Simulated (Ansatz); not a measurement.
# Al3BP4: what a guessed cell relaxes into, part 2 of 2

The task: take a trial cell of Al3BP4 to zero force and stress.

Ansatz 0.2.0; DFT PBE, scalar-relativistic, plane waves, PAW.

## Step 4: Relaxation on the finer mesh

The end of the coarse run is made exact in the group found at a tolerance of 0.06 Å and reduced to its primitive cell.

Input file input.yaml:

```yaml
crystal:
  lattice:
    - [5.2756374799, 0.0, 0.0]
    - [0.0, 5.2756374799, 0.0]
    - [0.0, 0.0, 5.2756374799]
  atoms:
    - { symbol: Al, position: [0.5, 0.0, 0.5] }
    - { symbol: Al, position: [0.5, 0.5, 0.0] }
    - { symbol: Al, position: [0.0, 0.5, 0.5] }
    - { symbol: B, position: [0.0, 0.0, 0.0] }
    - { symbol: P, position: [0.2259122254, 0.7740877746, 0.7740877746] }
    - { symbol: P, position: [0.2259122254, 0.2259122254, 0.2259122254] }
    - { symbol: P, position: [0.7740877746, 0.7740877746, 0.2259122254] }
    - { symbol: P, position: [0.7740877746, 0.2259122254, 0.7740877746] }
basis:
  ecutwfc: 420
kpoints:
  mp_grid: { grid: [6, 6, 6] }
hamiltonian:
  xc: pbe
scf:
  occupations: { method: gaussian, width: 0.02 }
output:
  forces: true
  stress: true
  eigenvalues: true
  write_density: true
  write_potential: true
  elf: true
  volumetric_format: npy
relax:
  adjacent_minimum: "off"
  f_tol: 0.01
  max_steps: 80
  cell: { stress_tol: 0.05 }
```

Run with:

```sh
ansatz run input.yaml --threads 1 --pin off --max-ram 2560MiB --backend cpu --events-out ev --progress --plain --runs-dir out
```

The program printed:

```text
Warning: RAYON_NUM_THREADS=1 ignored (pool sized by the plan → 1); use --threads N
Engine: ansatz 0.2.0, aarch64-unknown-linux-gnu
Pseudopotentials: kind: paw
Pseudopotential: Al, paw, valence charge 3, recommended cutoff 420 eV (normal), Al.paw.azcp
Pseudopotential: B, paw, valence charge 3, recommended cutoff 420 eV (normal), B.paw.azcp
Pseudopotential: P, paw, valence charge 5, recommended cutoff 420 eV (normal), P.paw.azcp
Functional definition: PBE
  parameter kappa = 0.804
  parameter beta = 0.06672455060314922
  exchange = pbe_x(kappa = kappa, mu = beta*pi^2/3)
  correlation = pbe_c(beta = beta)
Crystal: 8 atoms, lattice volume = 146.833 Å³
Basis set: ecut = 420 eV, 2897 PW (Γ), exchange–correlation on 72×72×72 points (8 copies of the dense FFT grid, shifted against one another)
Bands: 24, of which v1, the nominal top of the filled ones, is band 16 counted from 1 (15 counted from 0)
Symmetry: 24 space group operations
Space group: P-43m (ITA 215), of the structure as read, at distance tolerance 5.3e-5 Å
k-points: 20 of 216 (time reversal used)
Non-local potential: Al, projectors of the file, l = 0: 2, l = 1: 2, l = 2: 1
Non-local potential: B, projectors of the file, l = 0: 2, l = 1: 2, l = 2: 1
Non-local potential: P, projectors of the file, l = 0: 2, l = 1: 2, l = 2: 2
PAW form: soft (Blöchl's): semilocal exchange-correlation on the pseudo side does not see the compensation charge
PAW one-centre angular grid: Al, 110 points (default); XC on 64 Gauss nodes
PAW one-centre angular grid: B, 110 points (default); XC on 64 Gauss nodes
PAW one-centre angular grid: P, 110 points (default); XC on 64 Gauss nodes
Initial density: superposition of atomic densities (neutral atoms: chi_scale 0, normalization atom), corrected by the library's trained network
Initial wavefunctions: pseudopotential atomic-orbital guess
Functional: x = pbe(κ = 0.804, μ = 0.2195149727645171), c = pbe(β = 0.06672455060314922)
SCF iter   1: F=—  HF=-4794.490495 eV  |F-HF|=—  |Δ(HF+E_count)|=         —  Δρ=1.85e-3  dr2=1.59e-2  ethr=1.77e-3  ⟨swp⟩=10.6  Hψ=3376  notcnv=0
preconditioner: auto → Resta (q_TF=auto, 2.116 Å⁻¹)  ε∞=5.0  [insulator: Δε(μ)=1.032 eV  Ē_g=8.663 eV  σ=0.020 eV  W_gap=1.00  n_scr=26 (ndim 8)  ℏωp=17.3 eV  f_vac=0.000  D(μ)=0.00/eV (n_scr^D=0)  ε∞_Penn≈5.0]
SCF iter   2: F=—  HF=-4794.488195 eV  |F-HF|=—  |Δ(HF+E_count)|=   2.30e-3  Δρ=6.63e-4  dr2=1.01e-3  ethr=4.97e-5  ⟨swp⟩=3.2  Hψ=958  notcnv=0  defer=43
SCF iter   3: F=—  HF=-4794.488278 eV  |F-HF|=—  |Δ(HF+E_count)|=   8.33e-5  Δρ=2.32e-4  dr2=4.82e-5  ethr=3.15e-6  ⟨swp⟩=2.0  Hψ=633  notcnv=0  defer=43
SCF iter   4: F=—  HF=-4794.488426 eV  |F-HF|=—  |Δ(HF+E_count)|=   1.47e-4  Δρ=4.61e-5  dr2=2.57e-6  ethr=1.51e-7  ⟨swp⟩=2.0  Hψ=704  notcnv=0  defer=43
SCF iter   5: F=—  HF=-4794.488428 eV  |F-HF|=—  |Δ(HF+E_count)|=   2.59e-6  Δρ=8.17e-6  dr2=1.21e-7  ethr=8.04e-9  ⟨swp⟩=2.0  Hψ=739  notcnv=0  defer=43
SCF iter   6: F=-4794.488428 eV  HF=-4794.488428 eV  |F-HF|=3.28e-9  |Δ(HF+E_count)|=   1.13e-7  Δρ=1.33e-6  dr2=2.56e-9  ethr=3.13e-10  ⟨swp⟩=16.4  Hψ=3815  notcnv=0
SCF 1 converged in 6 iterations: F = -4794.488428 eV  dr2 = 2.56e-9
relax step   1: F+E_penalty+E_count = -4794.48842835 eV  Δ(F+E_penalty+E_count) = +0.000e0 eV  max|allowed force component| = 4.984e-4 eV/Å  Δτ_max = 0.0000 Å  P = +0.073 GPa  Ω = 146.833 Å³  (6 SCF iters, dr2 threshold 1.00e-7 eV, accepted)
Crystal: 8 atoms, lattice volume = 146.917 Å³
Initial density: handed on by an earlier stage of this run
Initial wavefunctions: those handed on with the density
iter 1 solved again at ethr=1.06e-8 eV; its pass at ethr=3.10e-3 eV (dr2=3.39e-6 eV) is discarded
SCF iter   1: F=—  HF=-4794.488328 eV  |F-HF|=—  |Δ(HF+E_count)|=         —  Δρ=3.92e-5  dr2=3.45e-6  ethr=1.06e-8  ⟨swp⟩=2.5  Hψ=2802  notcnv=0
preconditioner: auto → Resta (q_TF=auto, 2.116 Å⁻¹)  ε∞=5.0  [insulator: Δε(μ)=1.036 eV  Ē_g=8.670 eV  σ=0.020 eV  W_gap=1.00  n_scr=26 (ndim 8)  ℏωp=17.3 eV  f_vac=0.000  D(μ)=0.00/eV (n_scr^D=0)  ε∞_Penn≈5.0]
SCF iter   2: F=—  HF=-4794.488430 eV  |F-HF|=—  |Δ(HF+E_count)|=   1.01e-4  Δρ=1.96e-5  dr2=8.44e-7  ethr=1.06e-8  ⟨swp⟩=2.0  Hψ=791  notcnv=0
SCF iter   3: F=—  HF=-4794.488430 eV  |F-HF|=—  |Δ(HF+E_count)|=   1.88e-7  Δρ=4.69e-6  dr2=6.22e-8  ethr=2.64e-9  ⟨swp⟩=2.1  Hψ=802  notcnv=0
SCF iter   4: F=-4794.488430 eV  HF=-4794.488430 eV  |F-HF|=4.98e-9  |Δ(HF+E_count)|=   1.17e-8  Δρ=1.51e-6  dr2=4.18e-9  ethr=4.14e-11  ⟨swp⟩=10.2  Hψ=3259  notcnv=0
SCF 2 converged in 4 iterations: F = -4794.488430 eV  dr2 = 4.18e-9
relax step   2: F+E_penalty+E_count = -4794.48842953 eV  Δ(F+E_penalty+E_count) = -1.177e-6 eV  max|allowed force component| = 6.820e-4 eV/Å  Δτ_max = 0.0000 Å  P = +0.018 GPa  Ω = 146.917 Å³  energy of the carried Pulay correction = -2.265e-5 eV  (4 SCF iters, dr2 threshold 1.32e-8 eV, accepted)
Initial wavefunctions: pseudopotential atomic-orbital guess (no wavefunctions were taken with the density)
iter 1 solved again at ethr=6.99e-8 eV; its pass at ethr=3.10e-3 eV (dr2=2.24e-5 eV) is discarded
SCF iter   1: F=—  HF=-4794.488349 eV  |F-HF|=—  |Δ(HF+E_count)|=         —  Δρ=2.65e-6  dr2=1.36e-8  ethr=6.99e-8  ⟨swp⟩=4.5  Hψ=4980  notcnv=0
SCF iter   2: F=—  HF=-4794.488459 eV  |F-HF|=—  |Δ(HF+E_count)|=   1.10e-4  Δρ=1.73e-6  dr2=6.33e-9  ethr=4.26e-11  ⟨swp⟩=3.2  Hψ=1053  notcnv=0
SCF iter   3: F=—  HF=-4794.488459 eV  |F-HF|=—  |Δ(HF+E_count)|=  3.97e-10  Δρ=1.21e-6  dr2=2.98e-9  ethr=1.98e-11  ⟨swp⟩=1.0  Hψ=480  notcnv=0
SCF iter   4: F=—  HF=-4794.488459 eV  |F-HF|=—  |Δ(HF+E_count)|=   2.29e-9  Δρ=7.66e-7  dr2=1.51e-9  ethr=9.32e-12  ⟨swp⟩=2.0  Hψ=800  notcnv=0
SCF iter   5: F=—  HF=-4794.488459 eV  |F-HF|=—  |Δ(HF+E_count)|=  3.36e-10  Δρ=4.20e-7  dr2=4.31e-10  ethr=4.70e-12  ⟨swp⟩=2.0  Hψ=651  notcnv=0
SCF iter   6: F=—  HF=-4794.488459 eV  |F-HF|=—  |Δ(HF+E_count)|=  7.28e-11  Δρ=2.22e-7  dr2=1.09e-10  ethr=1.35e-12  ⟨swp⟩=1.9  Hψ=680  notcnv=0
SCF iter   7: F=-4794.488459 eV  HF=-4794.488459 eV  |F-HF|=2.00e-11  |Δ(HF+E_count)|=  1.27e-11  Δρ=1.20e-7  dr2=3.37e-11  ethr=1.00e-12  ⟨swp⟩=7.1  Hψ=2445  notcnv=0
SCF 3 converged in 7 iterations: F = -4794.488459 eV  dr2 = 3.37e-11
relax step   3: F+E_penalty+E_count = -4794.48845893 eV  Δ(F+E_penalty+E_count) = -2.941e-5 eV  max|allowed force component| = 6.793e-4 eV/Å  Δτ_max = 0.0000 Å  P = +0.018 GPa  Ω = 146.917 Å³  stress off target by 1.81e-2 GPa  SCF on the basis re-selected at this cell (its energy is not comparable with the rows above)  (7 SCF iters)
basis re-selected at this cell: Δ(F+E_penalty+E_count) = -2.941e-5 eV, ΔP = +0.000 GPa vs the last step (what re-selecting the basis moved, of the pressure what is left beyond the Pulay correction that the steps carried, after the strain that the cell walked since its last selection, with what the two solves' SCF thresholds leave and, on support functions, any second-order correction that the steps lacked; it is no measure of the basis error at this ecutwfc). This SCF's stress stands 1.81e-2 GPa from its target on what of the cell is left free (relax.cell.stress_tol is 5.00e-2 GPa) and its largest allowed force component is 6.79e-4 eV/Å (relax.f_tol is 1.00e-2 eV/Å): within both
SCF converged after 7 iterations
Free energy (F): -4794.488459 eV
Harris-Foulkes:  -4794.488459 eV  (|F-HF|=2.00e-11)
Internal energy: -4794.488459 eV  (E = F + TS)
E sigma→0 (E₀):  -4794.488459 eV
Fermi energy:    6.370821 eV
--- Per-component energies (eV) ---
  E_band       = 28.100816
  E_kinetic    = 397.118782
  E_local      = -351.900994  (includes V_loc(G=0)·N_el)
  E_nonlocal   = 178.912153
  E_hartree    = 108.053204
  E_xc         = -397.352543
  E_vxc        = -367.945409  (∫ρ·V_xc dr)
  E_paw        = -3758.565156  (= ΣΔE_a)
  E_vpaw       = -44.190189  (= ΣTr[D̂ρ^β])
  E_aug_tail   = 0.000003  (compensation charges beyond the density's cutoff)
  E_ewald      = -970.753909
  E_smearing   = -0.000000  (= −TS)
  E_closure    = 0.000000  (closes the sum)
  Σ components = -4794.488459   (vs F -4794.488459, Δ=0.00e0)
--- Forces (eV/Å), atoms counted from 1 ---
  atom   1  Al     0.00000000     0.00000000     0.00000000
  atom   2  Al    -0.00000000     0.00000000     0.00000000
  atom   3  Al    -0.00000000     0.00000000     0.00000000
  atom   4  B     -0.00000000     0.00000000     0.00000000
  atom   5  P      0.00067928    -0.00067928    -0.00067928
  atom   6  P      0.00067928     0.00067928     0.00067928
  atom   7  P     -0.00067928    -0.00067928     0.00067928
  atom   8  P     -0.00067928     0.00067928    -0.00067928
  max |Σ_I F_I| component: 1.04e-16 eV/Å
--- Stress (GPa, compression-positive) ---
        0.018108      -0.000000       0.000000
       -0.000000       0.018108       0.000000
        0.000000       0.000000       0.018108
  P = ⅓ Tr σ = 0.0181 GPa (0.181 kbar)
--- Band table (eV; the first three rows and the last of 20) ---
  k-point 0: bands = ["-6.6442", "-3.7050", "-3.7050", "-3.7050", "-1.4417", "0.3206", "0.3206", "2.6588", "2.6588", "2.6588", "3.6149", "3.6149", "3.6149", "5.8527", "5.8527", "5.8527", "7.2689", "7.2689", "7.2689", "7.3555", "8.0053", "8.0053", "9.6189", "9.8956"]
  k-point 1: bands = ["-6.5405", "-4.0744", "-3.6872", "-3.6872", "-1.2093", "0.4263", "0.6490", "2.4329", "2.5263", "2.5263", "3.2430", "3.6045", "3.6045", "5.2523", "5.6381", "5.6381", "7.1658", "7.7402", "7.7402", "7.9442", "8.3435", "8.6273", "9.6145", "10.2210"]
  k-point 2: bands = ["-6.2551", "-4.7493", "-3.6507", "-3.6507", "-0.8834", "0.7067", "1.4928", "2.0531", "2.2408", "2.2408", "2.5490", "3.7551", "3.7551", "4.0752", "5.1243", "5.1243", "7.4230", "8.4352", "8.9655", "8.9655", "9.1334", "9.6490", "10.0939", "10.8468"]
  k-point 19: bands = ["-5.2533", "-4.3951", "-4.3951", "-4.3951", "-0.7771", "-0.3219", "-0.3219", "-0.3219", "4.0507", "4.0507", "4.0507", "5.1189", "5.1189", "5.1189", "5.2793", "5.2793", "6.8885", "8.8229", "8.8229", "8.8229", "9.9195", "9.9195", "9.9195", "10.6171"]
--- Relaxed structure (2 steps of the walk, 2 accepted, 1 SCFs on fresh bases) ---
  F+E_penalty+E_count = -4794.48845893 eV   max|allowed force component| = 6.793e-4 eV/Å   (the final SCF, on the basis selected at the relaxed cell)
  cell:  # Å, volume = 146.9173 Å³
    - [5.276642222201508, -6.4197664812907865e-34, -3.2098832406453932e-34]
    - [-6.4197664812907865e-34, 5.276642222201508, -2.4395112628904986e-33]
    - [-3.2098832406453932e-34, -2.4395112628904986e-33, 5.276642222201508]
  atoms:
    - { symbol: Al, position: [0.5, -3.0421757113476194e-35, 0.5] }
    - { symbol: Al, position: [0.5, 0.5, -1.204166724611197e-22] }
    - { symbol: Al, position: [-8.027778164087878e-23, 0.5, 0.5] }
    - { symbol: B, position: [-8.027778164152526e-23, -6.084351422695245e-35, -1.2041667246117142e-22] }
    - { symbol: P, position: [0.22591450886542172, 0.7740854911345783, 0.7740854911345783] }
    - { symbol: P, position: [0.22591450886542172, 0.22591450886542172, 0.22591450886542172] }
    - { symbol: P, position: [0.7740854911345783, 0.7740854911345783, 0.22591450886542172] }
    - { symbol: P, position: [0.7740854911345783, 0.22591450886542172, 0.7740854911345783] }
```

It took 29 s on 1 thread of Arm Neoverse V1, shared host; peak memory 0.36 GiB.

Step by step:

| step | E - E(step 1) (eV/cell) | largest force component (eV/Å) | pressure (GPa) | volume (Å³) |
| --- | --- | --- | --- | --- |
| 1 | 0.0000 | 0.0005 | 0.07 | 146.83 |
| 2 | 0.0000 | 0.0007 | 0.02 | 146.92 |
| 3 | 0.0000 | 0.0007 | 0.02 | 146.92 |

Step 1 is the start. Step 3 repeats the geometry before it on a plane-wave basis chosen anew for that cell, so its energy need not be comparable with the rows above.

|  | before | after | change |
| --- | --- | --- | --- |
| a (Å) | 5.276 | 5.277 | 0.0 % |
| b (Å) | 5.276 | 5.277 | 0.0 % |
| c (Å) | 5.276 | 5.277 | 0.0 % |
| volume (Å³/atom) | 18.35 | 18.36 | +0.1 % |
| shortest distance (Å) | 2.064 | 2.065 | 0.0 % |
| space group (0.01 Å) | P-43m | P-43m | same |

Forces and stress were held to the start's 24 operations: a distortion of lower symmetry was not tested.

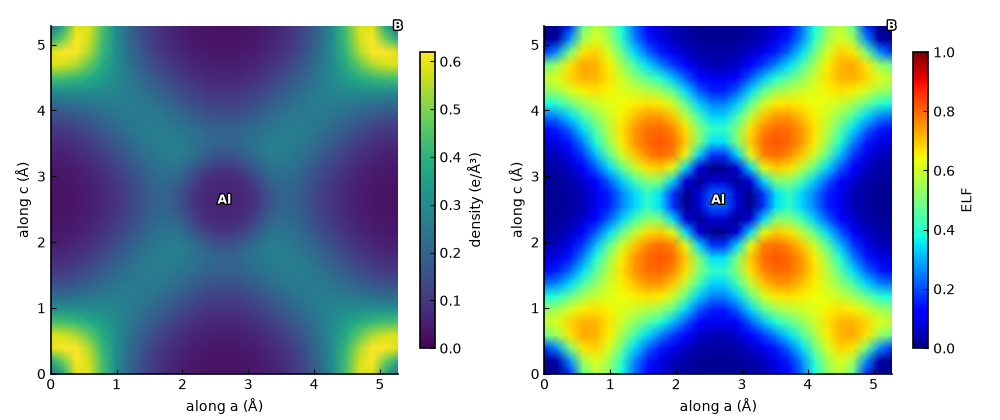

Density (left) and ELF (right) in a lattice plane of the grid's cell (edges 5.28 and 5.28 Å, at 1.000 of the third edge), which holds Al and B. Only atoms in the plane are labelled. Both are smooth fields of the valence electrons: close to the nuclei they are not physical.

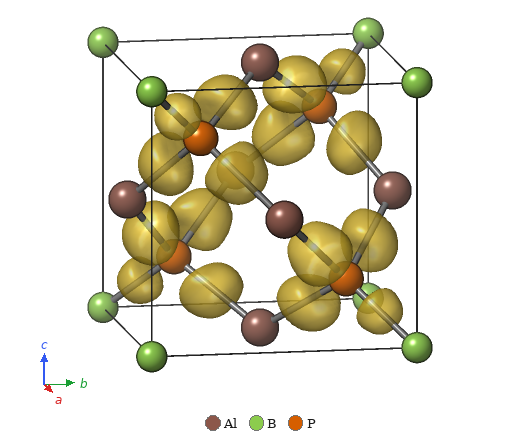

Surface of ELF = 0.85, drawn in one cell.

The highest ELF values outside the cores: 0.95 on the Al–P line, 1.1 Å from Al; 0.93 on the B–P line, 1.0 Å from B.

## Step 5: Changed: symmetry.detect false, dispersion d3bj

Input file input.yaml:

```yaml
crystal:
  lattice:
    - [5.2766422222, 0.0, 0.0]
    - [0.0, 5.2766422222, 0.0]
    - [0.0, 0.0, 5.2766422222]
  atoms:
    - { symbol: Al, position: [0.5, 0.0, 0.5] }
    - { symbol: Al, position: [0.5, 0.5, 0.0] }
    - { symbol: Al, position: [0.0, 0.5, 0.5] }
    - { symbol: B, position: [0.0, 0.0, 0.0] }
    - { symbol: P, position: [0.2259145089, 0.7740854911, 0.7740854911] }
    - { symbol: P, position: [0.2259145089, 0.2259145089, 0.2259145089] }
    - { symbol: P, position: [0.7740854911, 0.7740854911, 0.2259145089] }
    - { symbol: P, position: [0.7740854911, 0.2259145089, 0.7740854911] }
  symmetry: { detect: false }
basis:
  ecutwfc: 420
kpoints:
  mp_grid: { grid: [6, 6, 6] }
hamiltonian:
  xc: pbe
  dispersion: d3bj
scf:
  occupations: { method: gaussian, width: 0.02 }
output:
  forces: true
  eigenvalues: true
  stress: true
```

Run with:

```sh
ansatz run input.yaml --threads 1 --pin off --max-ram 2560MiB --backend cpu --events-out ev --progress --plain --runs-dir out
```

The program printed (excerpt; [...] marks lines left out):

```text
Warning: RAYON_NUM_THREADS=1 ignored (pool sized by the plan → 1); use --threads N
[...]
[... 5 set-up lines as earlier in the session ...]
[...]
Crystal: 8 atoms, lattice volume = 146.917 Å³
[...]
  atom   5  P      0.00623243    -0.00623499    -0.00623436
  atom   6  P      0.00623271     0.00623518     0.00623520
  atom   7  P     -0.00623218    -0.00623507     0.00623452
  atom   8  P     -0.00623274     0.00623530    -0.00623479
[...]
--- Stress (GPa, compression-positive) ---
       -2.813000       0.000001      -0.000002
        0.000001      -2.813003       0.000000
       -0.000002       0.000000      -2.813003
  P = ⅓ Tr σ = -2.8130 GPa (-28.130 kbar)
--- Band table (eV; the first three rows and the last of 112) ---
[... band rows left out ...]
[...]
```

It took 42 s on 1 thread of Arm Neoverse V1, shared host; peak memory 0.55 GiB.

```
    run     ending                                     energy change  pressure (GPa)  gap (eV)  force (eV/Å)  cycles  time
 step 4  converged                                                 0             0.0      1.04          0.00       -  29 s
variant  converged  -305.1 meV/atom (offset of the dispersion model)            -2.8      1.04          0.01       6  42 s
```

Changing the use of symmetry and dispersion term moves the energy by -305.1 meV/atom, and the pressure goes from 0.0 to -2.8 GPa. The dispersion term adds attraction between atoms and pulls the pressure down.

## Step 6: Results

What follows sums up all 2 parts. Changes of volume or cell count from the first structure of part 1.

| quantity | value |
| --- | --- |
| symmetry at the end (tolerance 0.02 Å) | space group P-43m (No. 215) |
| conventional cell | a = 5.277 Å, b = 5.277 Å, c = 5.277 Å, α = 90.00°, β = 90.00°, γ = 90.00° |
| volume | 18.36 Å³/atom |
| energy over the elements, black P | -0.42 eV/atom |
| gap on the mesh | 1.04 eV |

In words: The space group P-43m (No. 215) is kept, and the volume per atom grows by 9.1 % from the first guess. It lies below the elements, which doesn't yet make it stable: competing phases were not computed in this session. No finished test with a distortion of lower symmetry is shown, so the end may be a saddle point.
